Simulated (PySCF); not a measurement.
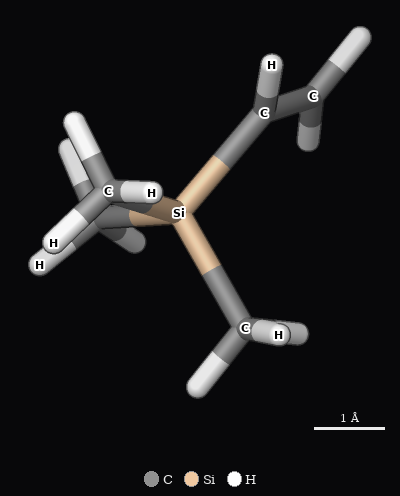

**Figure 1.** The starting structure (stick view, seen at a tilt). Bond lengths as drawn: C–C 1.32 Å, C–H 1.08 to 1.09 Å and C–Si 1.90 to 1.91 Å.

Geometry relaxation of C$_{5}$H$_{12}$Si (part 1 of 2)

- system: C$_{5}$H$_{12}$Si, SMILES C=C[Si](C)(C)C
- method: PBE0-D3(BJ)/def2-SVP geometry optimisation, gas phase (PySCF 2.14.0)

Input file
```
{"job": {"xc": "PBE0", "basis": "def2-SVP", "d3": "d3bj", "grid": 1, "kind": "geom"}, "charge": 0, "multiplicity": 1}
C      2.374380    -0.624400     0.802470
C      1.537700     0.368940     0.546530
Si    -0.242790     0.148800    -0.070510
C     -0.880630     1.854380    -0.637200
C     -1.351970    -0.537440     1.325170
C     -0.259570    -1.070020    -1.540490
H      3.387460    -0.464090     1.140990
H      2.082160    -1.655150     0.681460
H      1.897080     1.381800     0.687660
H     -1.866330     1.780050    -1.086020
H     -0.218420     2.297810    -1.374720
H     -0.951630     2.545680     0.197380
H     -1.556600     0.211960     2.083660
H     -2.306530    -0.879380     0.935940
H     -0.877590    -1.379600     1.818940
H      0.501050    -0.812320    -2.271060
H     -0.066960    -2.086620    -1.212820
H     -1.218310    -1.067770    -2.050680
```

The first line tells a small driver script what to run in PySCF; the rest is the geometry in Å.

Command:
```bash
OMP_NUM_THREADS=1 python <driver script> task.json out
```

What the program printed
```
step   0  E = -486.66543946  max force = 0.018752
step   1  E = -486.66851734  max force = 0.002960
step   2  E = -486.66860395  max force = 0.002134
step   3  E = -486.66874998  max force = 0.001545
step   4  E = -486.66901593  max force = 0.001266
step   5  E = -486.66927203  max force = 0.001652
step   6  E = -486.66959449  max force = 0.002279
step   7  E = -486.66987658  max force = 0.001691
step   8  E = -486.67010134  max force = 0.001031
step   9  E = -486.67027190  max force = 0.001153
step  10  E = -486.67054121  max force = 0.001628
step  11  E = -486.67071296  max force = 0.001076
step  12  E = -486.67086428  max force = 0.000812
step  13  E = -486.67090678  max force = 0.000524
step  14  E = -486.67092476  max force = 0.000316
step  15  E = -486.67092815  max force = 0.000106
optimisation converged
```

Trajectory as extended XYZ (Å, eV, eV/Å), 16 frames, from step=0 to step=15
```
18
Properties=species:S:1:pos:R:3:forces:R:3 step=0 energy=-13242.84114
C     2.3744   -0.6244    0.8025    0.1558  -0.1636   0.0446
C     1.5377    0.3689    0.5465   -0.9643   0.1890  -0.2961
Si   -0.2428    0.1488   -0.0705   -0.2155   0.0057  -0.1260
C    -0.8806    1.8544   -0.6372    0.2911  -0.8105   0.2650
C    -1.3520   -0.5374    1.3252    0.5000   0.3405  -0.6481
C    -0.2596   -1.0700   -1.5405    0.0416   0.5695   0.6747
H     3.3875   -0.4641    1.1410    0.5471   0.1118   0.1984
H     2.0822   -1.6551    0.6815   -0.1646  -0.6811  -0.0847
H     1.8971    1.3818    0.6877    0.1929   0.5110   0.0920
H    -1.8663    1.7800   -1.0860   -0.5148  -0.0919  -0.2100
H    -0.2184    2.2978   -1.3747    0.3727   0.1723  -0.3817
H    -0.9516    2.5457    0.1974   -0.0119   0.3131   0.4596
H    -1.5566    0.2120    2.0837   -0.0400   0.4219   0.3572
H    -2.3065   -0.8794    0.9359   -0.4766  -0.1420  -0.2601
H    -0.8776   -1.3796    1.8189    0.2938  -0.4421   0.2045
H     0.5010   -0.8123   -2.2711    0.3992   0.1849  -0.3302
H    -0.0670   -2.0866   -1.2128    0.1224  -0.5247   0.2201
H    -1.2183   -1.0678   -2.0507   -0.5288   0.0364  -0.1793
18
Properties=species:S:1:pos:R:3:forces:R:3 step=1 energy=-13242.92489
C     2.3536   -0.6421    0.7958    0.0587   0.1522   0.0160
C     1.5212    0.3768    0.5454   -0.0833  -0.1029  -0.0207
Si   -0.2448    0.1551   -0.0747   -0.0290   0.0351  -0.0470
C    -0.8843    1.8341   -0.6368    0.0074  -0.0298  -0.0094
C    -1.3352   -0.5230    1.3046    0.0038   0.0131  -0.0041
C    -0.2538   -1.0549   -1.5193    0.0408   0.0001   0.0203
H     3.3769   -0.4770    1.1549   -0.0105  -0.0622  -0.0056
H     2.0585   -1.6903    0.6531   -0.0003   0.0523   0.0039
H     1.8909    1.4007    0.7033    0.0483  -0.0604   0.0479
H    -1.8866    1.7457   -1.0861    0.0100   0.0197   0.0143
H    -0.2125    2.2780   -1.3892   -0.0267   0.0046   0.0027
H    -0.9535    2.5327    0.2129    0.0053   0.0026  -0.0249
H    -1.5308    0.2423    2.0726    0.0149  -0.0289   0.0062
H    -2.3045   -0.8638    0.9052    0.0014   0.0202   0.0227
H    -0.8466   -1.3796    1.7960   -0.0276   0.0040  -0.0126
H     0.5134   -0.7818   -2.2611   -0.0300  -0.0117  -0.0036
H    -0.0450   -2.0817   -1.1773    0.0096   0.0145  -0.0269
H    -1.2342   -1.0585   -2.0227    0.0072  -0.0226   0.0210
18
Properties=species:S:1:pos:R:3:forces:R:3 step=2 energy=-13242.92725
C     2.3678   -0.6340    0.8014   -0.0825  -0.1097  -0.0447
C     1.5176    0.3685    0.5483    0.0894   0.0715   0.0493
Si   -0.2479    0.1549   -0.0782    0.0153  -0.0276  -0.0205
C    -0.8843    1.8343   -0.6403    0.0151   0.0040  -0.0154
C    -1.3389   -0.5199    1.3016   -0.0165   0.0056   0.0111
C    -0.2571   -1.0566   -1.5206    0.0254  -0.0164   0.0002
H     3.3912   -0.4838    1.1671   -0.0471   0.0740  -0.0112
H     2.0766   -1.6813    0.6498    0.0129  -0.0087   0.0015
H     1.8855    1.3906    0.7195   -0.0055   0.0056   0.0245
H    -1.8891    1.7501   -1.0852    0.0155   0.0047   0.0176
H    -0.2158    2.2771   -1.3965   -0.0237  -0.0029   0.0064
H    -0.9484    2.5355    0.2077    0.0079  -0.0047  -0.0218
H    -1.5236    0.2419    2.0759    0.0161  -0.0239   0.0002
H    -2.3141   -0.8490    0.9063    0.0065   0.0230   0.0187
H    -0.8577   -1.3842    1.7868   -0.0212   0.0054  -0.0187
H     0.5037   -0.7823   -2.2685   -0.0298  -0.0029  -0.0003
H    -0.0420   -2.0828   -1.1806    0.0109   0.0209  -0.0144
H    -1.2409   -1.0664   -2.0177    0.0114  -0.0177   0.0174
18
Properties=species:S:1:pos:R:3:forces:R:3 step=3 energy=-13242.93122
C     2.3600   -0.6388    0.7975   -0.0068  -0.0794  -0.0232
C     1.5157    0.3695    0.5543    0.0094   0.0713   0.0236
Si   -0.2469    0.1567   -0.0799    0.0163  -0.0105  -0.0031
C    -0.8834    1.8349   -0.6448    0.0056   0.0050  -0.0217
C    -1.3384   -0.5155    1.3015   -0.0194   0.0071  -0.0032
C    -0.2519   -1.0588   -1.5192    0.0125  -0.0129   0.0082
H     3.3788   -0.4830    1.1708   -0.0050   0.0189   0.0029
H     2.0733   -1.6847    0.6314    0.0069  -0.0125  -0.0026
H     1.8877    1.3865    0.7445   -0.0239   0.0111   0.0139
H    -1.8902    1.7515   -1.0840   -0.0033  -0.0025   0.0089
H    -0.2202    2.2765   -1.4057   -0.0049  -0.0058  -0.0051
H    -0.9433    2.5399    0.1998    0.0094  -0.0012   0.0004
H    -1.5114    0.2417    2.0822    0.0171  -0.0021   0.0066
H    -2.3192   -0.8326    0.9117   -0.0072   0.0183   0.0052
H    -0.8645   -1.3872    1.7794   -0.0045  -0.0109  -0.0149
H     0.4996   -0.7809   -2.2743   -0.0130   0.0128  -0.0083
H    -0.0245   -2.0819   -1.1798    0.0148   0.0045   0.0027
H    -1.2387   -1.0812   -2.0088   -0.0041  -0.0114   0.0097
18
Properties=species:S:1:pos:R:3:forces:R:3 step=4 energy=-13242.93846
C     2.3434   -0.6501    0.7805    0.0651   0.0039  -0.0086
C     1.5078    0.3741    0.5781   -0.0313  -0.0110  -0.0054
Si   -0.2443    0.1633   -0.0823    0.0172   0.0300   0.0378
C    -0.8808    1.8353   -0.6611   -0.0202   0.0287  -0.0378
C    -1.3413   -0.4985    1.2999   -0.0390   0.0014  -0.0086
C    -0.2333   -1.0656   -1.5085   -0.0159  -0.0278   0.0002
H     3.3519   -0.5067    1.1823    0.0472  -0.0300   0.0156
H     2.0647   -1.6857    0.5515   -0.0075  -0.0139  -0.0036
H     1.8795    1.3767    0.8329   -0.0546   0.0126   0.0044
H    -1.8950    1.7522   -1.0817   -0.0219  -0.0144  -0.0009
H    -0.2323    2.2680   -1.4387    0.0229  -0.0141  -0.0166
H    -0.9256    2.5529    0.1730    0.0115   0.0007   0.0286
H    -1.4722    0.2445    2.1013    0.0191   0.0251   0.0112
H    -2.3410   -0.7698    0.9250   -0.0181   0.0139  -0.0160
H    -0.8944   -1.3975    1.7512    0.0164  -0.0274  -0.0103
H     0.4863   -0.7714   -2.2871    0.0096   0.0343  -0.0140
H     0.0392   -2.0763   -1.1674    0.0186  -0.0121   0.0236
H    -1.2300   -1.1326   -1.9724   -0.0190   0.0001   0.0003
18
Properties=species:S:1:pos:R:3:forces:R:3 step=5 energy=-13242.94542
C     2.3496   -0.6567    0.7557    0.0800   0.0730  -0.0029
C     1.4934    0.3612    0.6142   -0.0273  -0.0584  -0.0285
Si   -0.2459    0.1657   -0.0826    0.0305   0.0099   0.0745
C    -0.8685    1.8349   -0.6816   -0.0231   0.0532  -0.0396
C    -1.3621   -0.4741    1.2943   -0.0528   0.0000   0.0013
C    -0.2214   -1.0787   -1.4930   -0.0400  -0.0428  -0.0163
H     3.3409   -0.5071    1.1958    0.0683  -0.0830   0.0090
H     2.1119   -1.6795    0.4399   -0.0164   0.0043  -0.0027
H     1.8422    1.3440    0.9608   -0.0849   0.0366   0.0006
H    -1.8935    1.7595   -1.0768   -0.0226  -0.0248  -0.0040
H    -0.2339    2.2463   -1.4815    0.0351  -0.0192  -0.0163
H    -0.8855    2.5685    0.1393    0.0104   0.0011   0.0356
H    -1.4263    0.2449    2.1253    0.0171   0.0321   0.0097
H    -2.3859   -0.6651    0.9359   -0.0142   0.0115  -0.0289
H    -0.9662   -1.4160    1.7035    0.0215  -0.0288  -0.0052
H     0.4538   -0.7629   -2.3020    0.0193   0.0398  -0.0111
H     0.1094   -2.0714   -1.1511    0.0191  -0.0140   0.0323
H    -1.2295   -1.2008   -1.9193   -0.0202   0.0094  -0.0074
18
Properties=species:S:1:pos:R:3:forces:R:3 step=6 energy=-13242.95420
C     2.3668   -0.6482    0.7012    0.0785   0.1012   0.0092
C     1.4686    0.3437    0.6777    0.0113  -0.1172  -0.0618
Si   -0.2478    0.1639   -0.0732    0.0048   0.0174   0.0969
C    -0.8404    1.8300   -0.7095   -0.0231   0.0598  -0.0311
C    -1.4053   -0.4358    1.2880   -0.0332   0.0047   0.0144
C    -0.2021   -1.1042   -1.4605   -0.0469  -0.0414  -0.0225
H     3.3400   -0.5277    1.1887    0.0612  -0.0526  -0.0018
H     2.1823   -1.6232    0.2354   -0.0190   0.0059   0.0035
H     1.7597    1.2832    1.1685   -0.0843   0.0192   0.0048
H    -1.8790    1.7678   -1.0703   -0.0189  -0.0187  -0.0117
H    -0.2200    2.2005   -1.5398    0.0364  -0.0183  -0.0090
H    -0.8145    2.5875    0.0896    0.0034   0.0016   0.0271
H    -1.3733    0.2360    2.1597    0.0044   0.0269   0.0039
H    -2.4514   -0.4952    0.9483   -0.0046   0.0002  -0.0373
H    -1.1020   -1.4363    1.6323    0.0121  -0.0227   0.0069
H     0.4050   -0.7582   -2.3104    0.0251   0.0288  -0.0041
H     0.2154   -2.0635   -1.1182    0.0079  -0.0145   0.0253
H    -1.2194   -1.3076   -1.8307   -0.0150   0.0196  -0.0128
18
Properties=species:S:1:pos:R:3:forces:R:3 step=7 energy=-13242.96188
C     2.4109   -0.6224    0.6692    0.0077   0.0870  -0.0107
C     1.4518    0.3106    0.7138    0.0385  -0.0538  -0.0333
Si   -0.2548    0.1495   -0.0618    0.0033  -0.0435   0.0461
C    -0.8087    1.8229   -0.7187    0.0010   0.0300  -0.0005
C    -1.4498   -0.4167    1.2824    0.0187   0.0072   0.0216
C    -0.2115   -1.1261   -1.4434   -0.0367  -0.0146  -0.0112
H     3.3706   -0.4852    1.1805    0.0262  -0.0376  -0.0185
H     2.2922   -1.5637    0.1198   -0.0230   0.0061   0.0041
H     1.6801    1.2213    1.2861   -0.0515   0.0146   0.0216
H    -1.8527    1.7799   -1.0677   -0.0015  -0.0065  -0.0121
H    -0.1843    2.1603   -1.5604    0.0203  -0.0081   0.0038
H    -0.7533    2.5900    0.0701   -0.0063   0.0033   0.0040
H    -1.3687    0.2237    2.1749   -0.0153   0.0114  -0.0016
H    -2.4970   -0.3912    0.9416    0.0051  -0.0067  -0.0281
H    -1.2143   -1.4472    1.5916   -0.0028  -0.0010   0.0125
H     0.3667   -0.7665   -2.3084    0.0200   0.0037   0.0062
H     0.2378   -2.0724   -1.1043   -0.0014  -0.0081   0.0121
H    -1.2325   -1.3544   -1.7885   -0.0024   0.0167  -0.0160
18
Properties=species:S:1:pos:R:3:forces:R:3 step=8 energy=-13242.96799
C     2.4348   -0.5964    0.6367   -0.0020   0.0070  -0.0443
C     1.4452    0.2993    0.7339    0.0093   0.0135   0.0085
Si   -0.2587    0.1365   -0.0442   -0.0217  -0.0384  -0.0179
C    -0.7873    1.8154   -0.7147    0.0080  -0.0223   0.0206
C    -1.4787   -0.4122    1.2852    0.0530   0.0113   0.0112
C    -0.2152   -1.1394   -1.4277   -0.0120   0.0149   0.0184
H     3.4045   -0.4655    1.1323   -0.0289   0.0223   0.0014
H     2.3269   -1.5142    0.0463   -0.0014   0.0037   0.0002
H     1.6336    1.1978    1.3403    0.0222  -0.0218   0.0275
H    -1.8276    1.7803   -1.0765    0.0131   0.0110  -0.0118
H    -0.1448    2.1346   -1.5503   -0.0001   0.0059   0.0117
H    -0.7303    2.5858    0.0713   -0.0124   0.0009  -0.0150
H    -1.4015    0.2285    2.1781   -0.0257  -0.0019  -0.0089
H    -2.5175   -0.3662    0.9210    0.0038  -0.0117  -0.0062
H    -1.2678   -1.4477    1.5971   -0.0087   0.0172   0.0108
H     0.3736   -0.7773   -2.2851    0.0109  -0.0182   0.0129
H     0.2280   -2.0876   -1.0840   -0.0182  -0.0015  -0.0099
H    -1.2348   -1.3590   -1.7829    0.0107   0.0080  -0.0094
```
